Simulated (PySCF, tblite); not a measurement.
**C6H7FN radical: geometry, infrared bands and EPR parameters**

Aim: predict the infrared bands and EPR parameters of C6H7FN radical (`N#C[C@@H]1CCC[C]1F`).

Computed with tblite 0.8.0 and PySCF 2.14.0, with density-fitted response routines of our own, on a single molecule in the gas phase. Atoms are numbered from 0 throughout.

### Step 1. The starting structure

15 atoms, charge 0, multiplicity 2; geometry from: force field or distance geometry start.

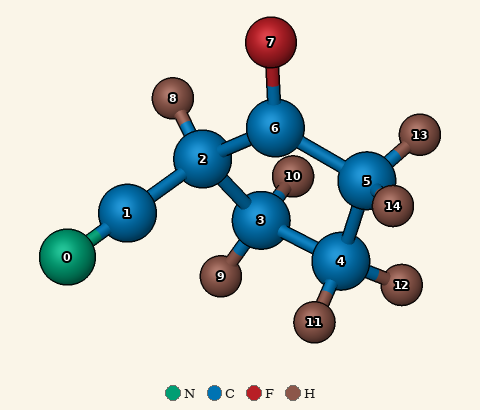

The starting geometry (nitrogen teal, carbon blue, fluorine red, hydrogen brown), atoms numbered; sticks join atoms by distance.

### Step 2. Relaxing the molecule with GFN2-xTB

The job: settings as JSON, then the geometry in Å.

```
{"job": {"kind": "relax", "xc": "GFN2-xTB", "basis": "xTB"}, "charge": 0, "multiplicity": 2}
N      1.752500     0.054500    -2.690400
C      1.408700     0.292400    -1.610200
C      1.017200     0.550000    -0.209500
C      0.735700    -0.729700     0.555600
C     -0.740900    -1.042400     0.319400
C     -1.415200     0.325900     0.314900
C     -0.328100     1.227800    -0.185800
F     -0.445100     2.570300    -0.143700
H      1.770100     1.154700     0.297500
H      1.375700    -1.573100     0.270700
H      0.887300    -0.565700     1.635800
H     -0.869300    -1.525500    -0.664100
H     -1.164600    -1.707400     1.080200
H     -1.691200     0.618100     1.330400
H     -2.297200     0.358200    -0.322800
```

Run with:

```bash
$ OMP_NUM_THREADS=1 python probes_run.py task.json out
```

The driver reads the jobs from task.json and runs them one after another.

Log:

```text
step      E/eV     max force
  0    -652.18434    2.020
  1    -652.16654    5.077
  2    -652.23940    0.654
  3    -652.24961    0.436
  4    -652.25867    0.260
  5    -652.26589    0.188
  6    -652.26728    0.096
  7    -652.26827    0.096
  8    -652.26905    0.100
  9    -652.26965    0.074
 10    -652.27000    0.051
 11    -652.27027    0.046
 12    -652.27053    0.059
 13    -652.27075    0.042
 14    -652.27090    0.023
 15    -652.27101    0.028
 16    -652.27110    0.027
 17    -652.27117    0.023
 18    -652.27122    0.017
 19    -652.27127    0.018
 20    -652.27131    0.021
 21    -652.27136    0.018
 22    -652.27139    0.013
 23    -652.27142    0.012
 24    -652.27144    0.014
 25    -652.27147    0.015
 26    -652.27150    0.014
 27    -652.27152    0.017
 28    -652.27155    0.020
 29    -652.27158    0.019
 30    -652.27161    0.014
 31    -652.27163    0.012
 32    -652.27165    0.014
 33    -652.27166    0.016
 34    -652.27168    0.012
 35    -652.27169    0.010
 36    -652.27171    0.011
 37    -652.27172    0.016
 38    -652.27174    0.018
 39    -652.27177    0.017
 40    -652.27180    0.015
 41    -652.27182    0.011
 42    -652.27183    0.012
 43    -652.27185    0.012
 44    -652.27187    0.012
 45    -652.27188    0.011
 46    -652.27190    0.011
 47    -652.27192    0.010
```

Wall time 0.19 s (1 thread of Arm Neoverse V2, shared host).

Step by step: (not every step is listed) (the energy doesn't fall at every step)

```csv
step,energy from step 0 (eV),largest force (eV/Å)
0,0.0000,2.0204
1,0.0178,5.0768
2,-0.0551,0.6537
3,-0.0653,0.4363
4,-0.0743,0.2602
5,-0.0815,0.1884
6,-0.0829,0.0963
7,-0.0839,0.0964
8,-0.0847,0.0997
11,-0.0859,0.0460
14,-0.0866,0.0231
17,-0.0868,0.0229
20,-0.0870,0.0207
23,-0.0871,0.0119
26,-0.0872,0.0145
29,-0.0872,0.0186
32,-0.0873,0.0139
35,-0.0874,0.0103
38,-0.0874,0.0185
41,-0.0875,0.0110
42,-0.0875,0.0117
43,-0.0875,0.0115
44,-0.0875,0.0119
45,-0.0875,0.0110
46,-0.0876,0.0112
47,-0.0876,0.0097
```

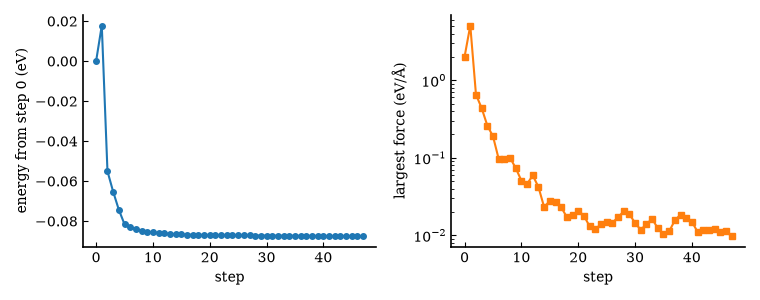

Energy and largest force along the relaxation.

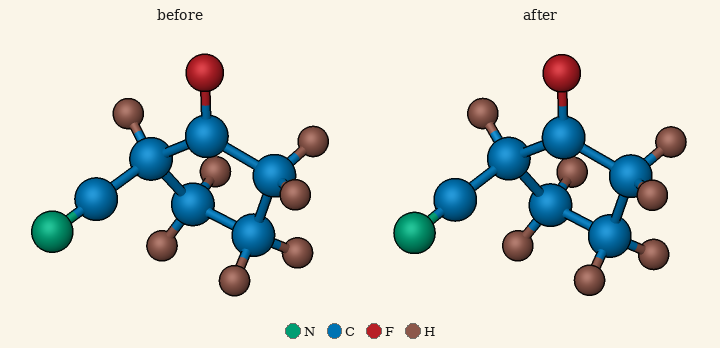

Before and after, at one scale.

Distances of close pairs at the start and the end, largest changes first:

```csv
bond,before (Å),after (Å),change (Å)
C2–C3,1.517,1.543,+0.026
C1–C2,1.477,1.453,-0.024
C5–C6,1.499,1.482,-0.017
C2–C6,1.507,1.491,-0.016
N0–C1,1.158,1.143,-0.015
C4–H11,1.103,1.091,-0.012
C3–H10,1.103,1.091,-0.012
C4–C5,1.525,1.533,+0.008
```

The next job starts from the end point, and lists it.

### Step 3. Vibrational analysis with GFN2-xTB

The job: settings as JSON, then the geometry in Å.

```
{"job": {"kind": "ir", "xc": "GFN2-xTB", "basis": "xTB"}, "charge": 0, "multiplicity": 2}
N      1.666182     0.032167    -2.647015
C      1.398358     0.268086    -1.561374
C      1.011677     0.559616    -0.191532
C      0.744198    -0.748275     0.581953
C     -0.734102    -1.043029     0.304621
C     -1.409105     0.333426     0.299575
C     -0.327052     1.215922    -0.196173
F     -0.426812     2.558355    -0.119901
H      1.795748     1.183914     0.253900
H      1.395790    -1.560033     0.260296
H      0.903784    -0.570670     1.646662
H     -0.834929    -1.503910    -0.678893
H     -1.163842    -1.713940     1.045827
H     -1.721800     0.633100     1.309856
H     -2.302509     0.363260    -0.329715
```

Log:

```text
mode    cm-1     km/mol
  1      65.0      3.69
  2      83.2      1.17
  3     142.7      2.26
  4     232.3      1.26
  5     281.8      4.11
  6     343.9     10.97
  7     442.6      5.07
  8     523.5      5.24
  9     540.4      5.47
 10     628.6      2.03
 11     828.7      4.18
 12     845.9      1.07
 13     866.7      7.99
 14     936.1      2.72
 15     969.3      1.65
 16    1006.6      5.12
 17    1036.8      1.76
 18    1080.9      1.39
 19    1100.0      5.65
 20    1114.5      8.56
 21    1178.3      5.78
 22    1200.2      5.57
 23    1224.1     24.24
 24    1236.3     23.59
 25    1243.2     39.85
 26    1303.6     13.86
 27    1315.8     20.14
 28    1329.2    108.68
 29    1455.0      5.98
 30    1474.9      1.74
 31    1487.5      2.66
 32    2400.2    228.62
 33    2863.5     22.94
 34    2902.9     13.35
 35    2953.1     19.36
 36    2985.2      7.46
 37    3000.6     48.20
 38    3011.3     23.34
 39    3023.6     33.43
```

It took 0.33 s on 1 thread of Arm Neoverse V2, shared host.

The strongest bands and the atoms that carry them (share of the mass-weighted mode):

```csv
cm⁻¹,km/mol,atoms
1224,24.2,"H8 26 %, C2 22 %, C6 12 %"
1236,23.6,"C6 25 %, H8 17 %, H13 16 %, H14 15 %"
1243,39.9,"C6 32 %, C2 24 %, C5 12 %, H10 11 %"
1329,108.7,"C6 35 %, C5 17 %"
2400,228.6,"C1 59 %, N0 40 %"
3001,48.2,"H11 70 %, H10 20 %"
3011,23.3,H9 87 %
3024,33.4,H12 87 %
```

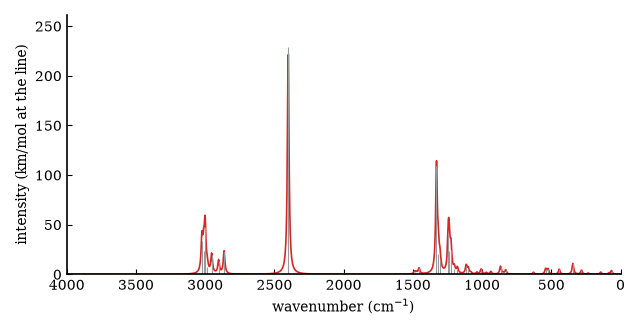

The infrared spectrum from these modes, unscaled. Lines are broadened to a width of 14 cm⁻¹ (Lorentzian).

### Step 4. g tensor and hyperfine couplings: B3LYP/pcH-1

The job, as its differences from that of step 3:

```diff
@@ -1,2 +1,2 @@
-{"job": {"kind": "ir", "xc": "GFN2-xTB", "basis": "xTB"}, "charge": 0, "multiplicity": 2}
+{"job": {"kind": "epr", "basis": "pcH-1"}, "charge": 0, "multiplicity": 2}
 N      1.666182     0.032167    -2.647015
```

Level: UKS B3LYP, pcH-1 on C F H N, non-relativistic, mean-field spin-orbit, GIAO.

Log:

```text
UKS, coarse grid
  cycle   1  E = -387.29804184  |g| = 4.70e-01
  cycle   2  E = -387.05889899  |g| = 9.09e-01
  cycle   3  E = -387.38071711  |g| = 1.64e-01
  cycle   4  E = -387.39139797  |g| = 5.78e-02
  cycle   5  E = -387.39265646  |g| = 1.92e-02
  cycle   6  E = -387.39279270  |g| = 5.31e-03
  cycle   7  E = -387.39280425  |g| = 1.78e-03
  cycle   8  E = -387.39280607  |g| = 6.09e-04
UKS, final grid
  cycle   1  E = -387.39279029  |g| = 6.68e-04
  cycle   2  E = -387.39279014  |g| = 9.41e-04
  cycle   3  E = -387.39279048  |g| = 1.87e-04
  cycle   4  E = -387.39279050  |g| = 6.00e-05
  cycle   5  E = -387.39279050  |g| = 3.57e-05
  cycle   6  E = -387.39279050  |g| = 1.09e-05
E = -387.39279050 Eh   <S^2> = 0.7538 (exact 0.7500)
g shifts (ppm)      1          2          3
  rmc          -201       -201       -201
  gc             12         32         41
  oz_so        -144       1958       2467
  total        -333       1788       2306
hyperfine (MHz)  atom isotope    a_iso     a_fc   dipolar eigenvalues
    0   14N       0.68       0.68     -1.42     -0.59      2.01
    1   13C      82.00      82.00     -3.48     -2.94      6.42
    2   13C     -24.77     -24.77     -2.92     -0.61      3.54
    3   13C       9.04       9.04     -1.94     -1.48      3.42
    4   13C       0.00       0.00     -1.07     -0.90      1.97
    5   13C     -20.07     -20.07     -2.36     -0.86      3.22
    6   13C     166.55     166.55    -86.20    -83.02    169.22
    7   19F     168.32     168.32   -247.38   -207.38    454.76
    8    1H      45.56      45.56     -4.69     -3.53      8.22
    9    1H       5.08       5.08     -2.11     -1.50      3.61
   10    1H      -1.56      -1.56     -2.96     -2.33      5.29
   11    1H      -1.54      -1.54     -2.94     -2.73      5.67
   12    1H      -3.31      -3.31     -1.88     -1.55      3.43
   13    1H     113.41     113.41     -4.69     -3.33      8.02
   14    1H      85.89      85.89     -5.12     -4.90     10.02
```

It took 64 s on 1 thread of Arm Neoverse V2, shared host; peak memory 1 GiB.

Principal g values 2.00199, 2.00411, 2.00463; g(iso) = 2.00357, against 2.00232 for a free electron.

Hyperfine couplings, nucleus by nucleus at this fixed geometry (no averaging over rotations):

```csv
nuclei,isotope,a(iso) (MHz),"a(iso) (G, at g = 2.0023)",largest dipolar term (MHz)
F7,19F,168.3,60.1,454.8
C6,13C,166.6,59.4,169.2
H13,1H,113.4,40.5,8.0
H14,1H,85.9,30.6,10.0
C1,13C,82.0,29.3,6.4
H8,1H,45.6,16.3,8.2
C2,13C,-24.8,-8.8,3.5
C5,13C,-20.1,-7.2,3.2
C3,13C,9.0,3.2,3.4
H9,1H,5.1,1.8,3.6
H12,1H,-3.3,-1.2,3.4
H10,1H,-1.6,-0.6,5.3
H11,1H,-1.5,-0.5,5.7
N0,14N,0.7,0.2,2.0
```

Mulliken spin populations:

N0 0.02; C1 0.02; C2 -0.06; C3 0.01; C4 0.01; C5 -0.07; C6 0.89; F7 0.06; H8 0.03; H9 0.00; H10 0.00; H11 0.00; H12 0.00; H13 0.06; H14 0.03

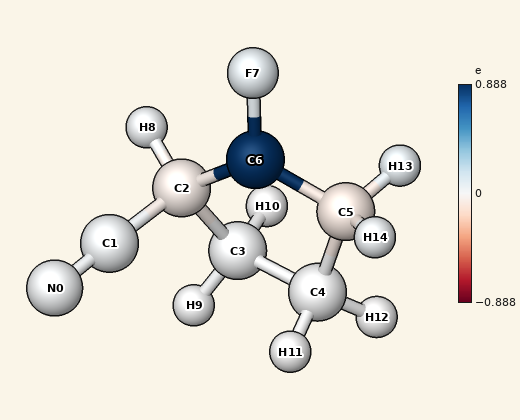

Mulliken spin populations, as colours on the atoms.

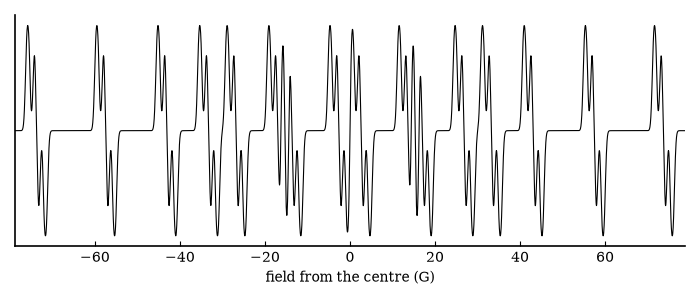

First-order isotropic spectrum (first derivative, main isotopes with spin only, couplings over 0.8 MHz, Gaussian width 0.4 G; couplings of the frozen geometry, rotation of groups not averaged beyond the rows shown).

The fields below are evaluated on a grid from the run's orbitals.

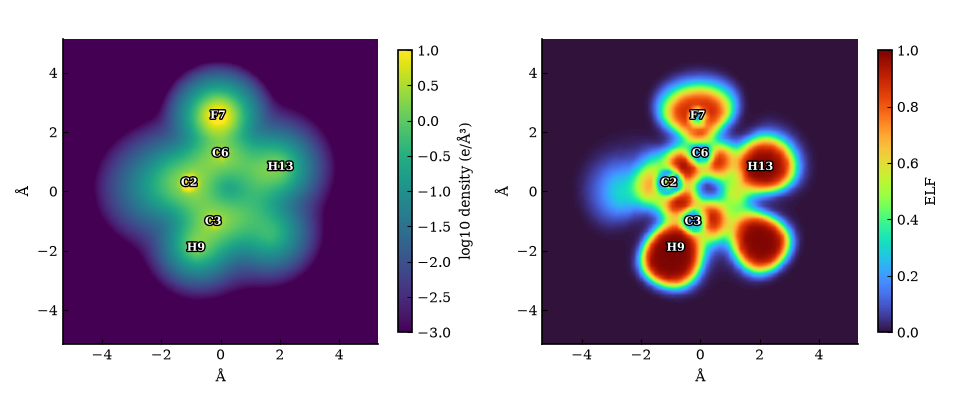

Density (left) and ELF (right) in a plane through or near 6 of the atoms.

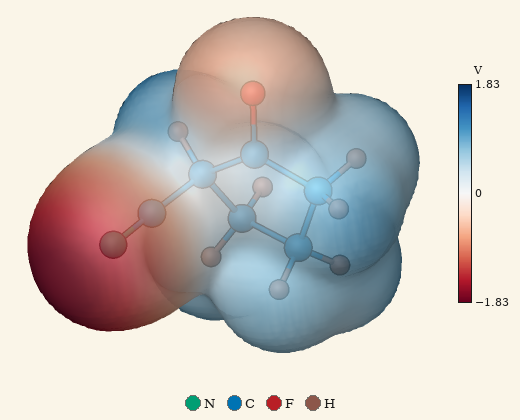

Electrostatic potential on the surface of density 0.002 e/bohr³; red is low, blue high. It runs from -1.83 V near N0 to 1.28 V near H8.

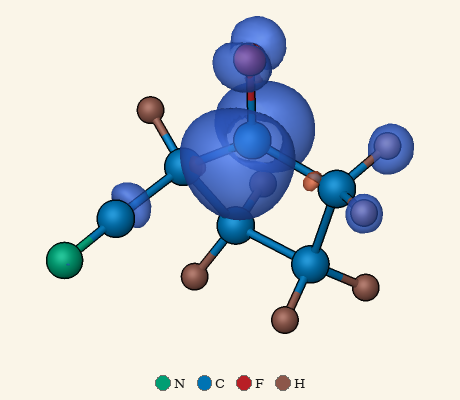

Spin density at ±0.04 e/Å³ (alpha excess blue, beta excess red).

### Step 5. What came out

| quantity | value |
| --- | --- |
| strongest single infrared mode (GFN2-xTB) | 2400 cm⁻¹, 229 km/mol |
| zero-point energy (GFN2-xTB) | 72.4 kcal/mol |
| g(iso) (B3LYP) | 2.00357 |
| ⟨S²⟩ | 0.754 (exact 0.75) |
| largest a(iso) | 19F on F7, 168.3 MHz |
| surface potential, least and greatest | -1.83 V and 1.28 V |

The optimisation took 47 steps and gained 0.088 eV; among the close pairs (by a distance rule), C2–C3 changed most, from 1.517 to 1.543 Å. All 39 modes are real, so the xTB geometry is a minimum. The strongest single mode, at 2400 cm⁻¹, moves mainly C1 and N0. GFN2-xTB is a fitted tight-binding method: band positions and strengths are rough. Its intensities can rank the bands wrongly. C6 carries the largest spin population, 0.89 e. The isotropic g lies 1.3 ppt above the free-electron value.
